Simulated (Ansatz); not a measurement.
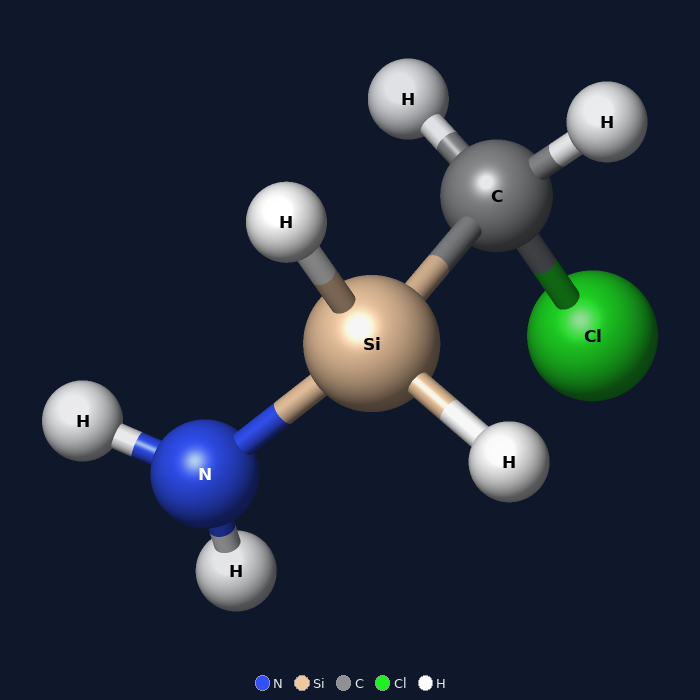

Ball-and-stick drawing of a structure.

**Which formula does it have?**

CH6ClNSi, 10 atoms: 1 carbon, 6 hydrogen, 1 chlorine, 1 nitrogen and 1 silicon.

**Give the symmetry (Schoenflies symbol).**

C1.

**How many bonds of each kind are drawn?**

2 N–H, 2 Si–H, 2 C–H, 1 N–Si, 1 C–Si, 1 C–Cl.

**Write the SMILES.**

N[SiH2]CCl

**How many atoms are distinct by symmetry?**

10: 1 N, 1 Si, 1 C, 1 Cl, 1 H, 1 H, 1 H, 1 H, 1 H, 1 H.

More results for the same structure follow; atom numbers are the same in all pictures, views and colours differ. Computed geometry: PBE0-D4/def2-TZVP optimisation.

Shape

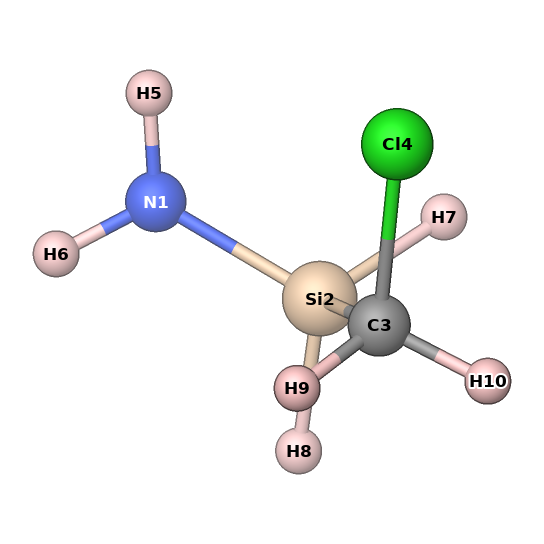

Si2 lies behind C3. The molecule seen a little off the C3–Si2 bond, C3 in front. Atoms fade into the background with distance from the viewer.

**What is the torsion angle Cl4–C3–Si2–N1? The sign is positive where the front bond must turn clockwise to cover the back bond.**

−58°, synclinal (gauche). The bonds about C3–Si2 are staggered.

Electronic properties

Method: RKS BHLYP-D4/def2-TZVPP (Ansatz 0.2.0).

**Give the dispersion correction at this level.**

−25.3 kJ/mol.

**Give the HOMO energy (Kohn–Sham orbital) at this level.**

−8.76 eV.

**Give the LUMO energy (Kohn–Sham orbital) at this level.**

1.17 eV.

Vibrations

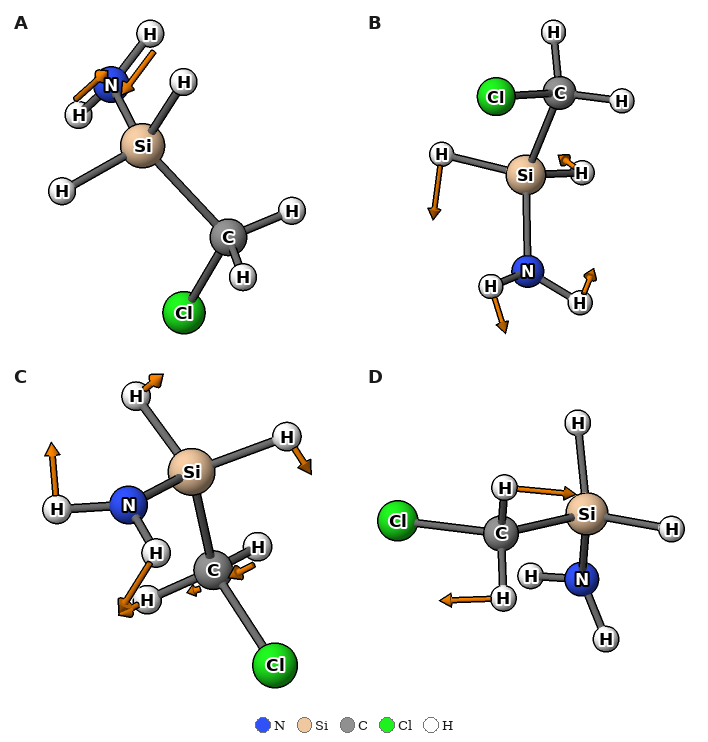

4 normal modes of one molecule or complex, as arrows. Harmonic vibrations computed with RKS PBE0-D4/def2-TZVP (Ansatz 0.2.0) at a stationary point of the same level.

**Match the panels to the wavenumbers 139 cm⁻¹, 907 cm⁻¹, 1119 cm⁻¹, 3608 cm⁻¹.**

A: 3608 cm⁻¹, in-phase stretching of 2 N–H bonds
B: 907 cm⁻¹, angle bending
C: 139 cm⁻¹
D: 1119 cm⁻¹, Cl–C–H bending

Dipole moment

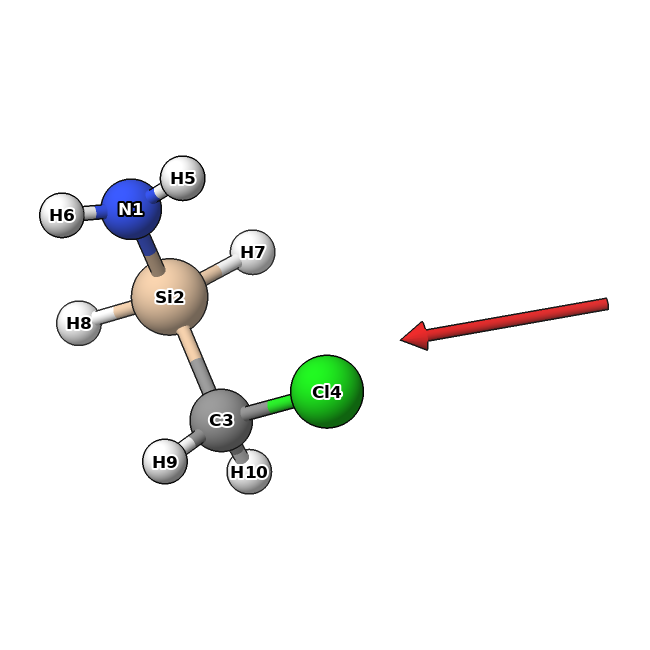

The arrow beside the molecule shows the direction of the dipole moment, from the negative to the positive end (its length means nothing). Level of theory: RKS ωB97M-V/def2-TZVPP (Ansatz 0.2.0).

**How large is the dipole moment?**

1.61 D; it points from the side of Cl4 to the side of H6 (the outermost atoms at the two ends).
